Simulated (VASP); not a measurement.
Given:

```yaml
crystal:
  lattice:
    - [4.76364, 0.00000, 0.00000]
    - [0.00000, 4.76364, 0.00000]
    - [0.00000, 0.00000, 3.18034]
  atoms:
    - { symbol: Zn, position: [0.00000, 0.00000, 0.00000] }
    - { symbol: Zn, position: [0.50000, 0.50000, 0.50000] }
    - { symbol: F, position: [0.30347, 0.30347, 0.00000] }
    - { symbol: F, position: [0.80347, 0.19653, 0.50000] }
    - { symbol: F, position: [0.19653, 0.80347, 0.50000] }
    - { symbol: F, position: [0.69653, 0.69653, 0.00000] }
```

All values below come from PBE GGA with D3 dispersion (Becke-Johnson damping), VASP's PBE PAW potentials (set 64) (plane waves; VASP). Numerical set-up: 520 eV cut-off, 5×5×8 Γ-centred mesh, tetrahedra with Blöchl corrections, potentials Zn F.

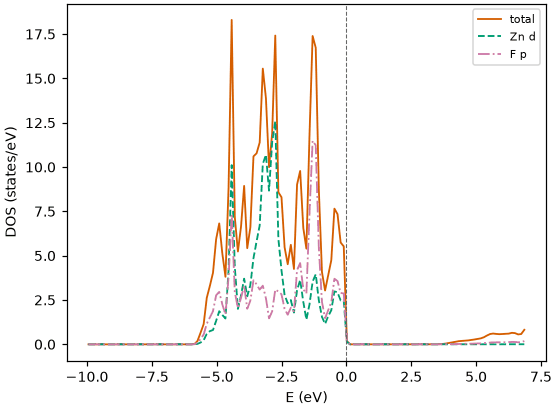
Figure. Total and projected density of states, zero at the valence-band maximum

Within 2 eV below the valence-band maximum the largest weight inside VASP's projection spheres is F p, then Zn d.

The gap is direct, 3.43 eV, from the valence maximum at Γ to the conduction minimum at Γ.

The compound is ZnF2 in the rutile structure. It was relaxed first.
